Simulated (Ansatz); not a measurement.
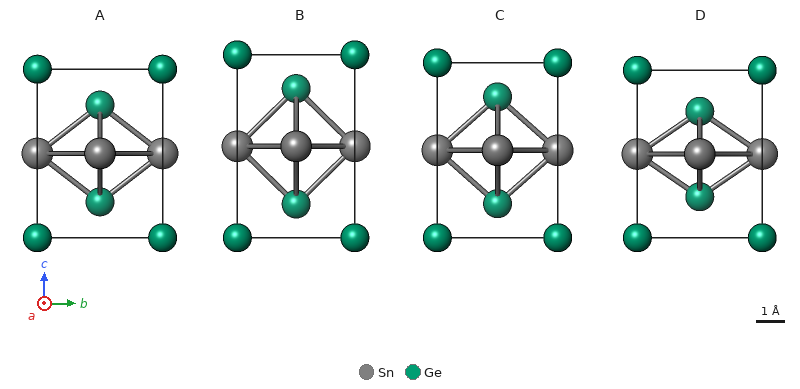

4 geometries from one relaxation of a crystal of Sn$_{2}$Ge$_{3}$ (a generated structure, set up in P4/mmm) (coarse preliminary run), in shuffled order. Style: ball-and-stick. Shown: the cell of the calculation, along the a axis.

Level of theory: Ansatz, DFT PBE, scalar-relativistic, plane waves, PAW. (plane-wave cutoff 420 eV; k-point mesh 4 × 4 × 4; occupations gaussian; smearing width 0.1 eV; no spin polarisation; cell and atoms relaxed; force threshold 0.04 eV/Å; at most 70 steps)

### Order the frames from highest to lowest energy.

D, A, C, B. They are steps 0, 1, 3, 8, at +234 meV per atom, +63.6 meV per atom, +10.9 meV per atom relative to the last. After 6 accepted moves (8 points after the start) the energy has fallen by 234 meV per atom. The largest force component goes from 2.9 to 0.0061 eV/Å. Pressure: 2.96 GPa at the start and −0.13 GPa at the end. The line search rejected the trial step at point 6 of the run. At 1 point the geometry stayed and the basis and grid were re-selected for the new cell (energy shift of 0.2 meV per atom at most each time). The largest moves relative to the cell, 0.41 Å, are those of Ge atoms. Sn stays in place. The volume changes by −3.2 %, with a = b 4.589 → 4.320 Å (−5.9 %), c 6.157 → 6.724 Å (+9.2 %). Near-neighbour distances that change, for instance: Ge–Ge 3.014 → 2.480 Å, Ge–Sn 2.781 → 3.028 Å, Sn–Sn 3.245 → 3.055 Å. Among the angles between lasting bonds that change: Sn–Ge–Sn 111.2° → 91.0°, Sn–Ge–Sn 71.4° → 60.6°. The space group stays P4/mmm (No. 123). Cost: 71 s on 1 thread of Arm Neoverse V1, with other jobs on the host, peak memory 0.41 GiB.
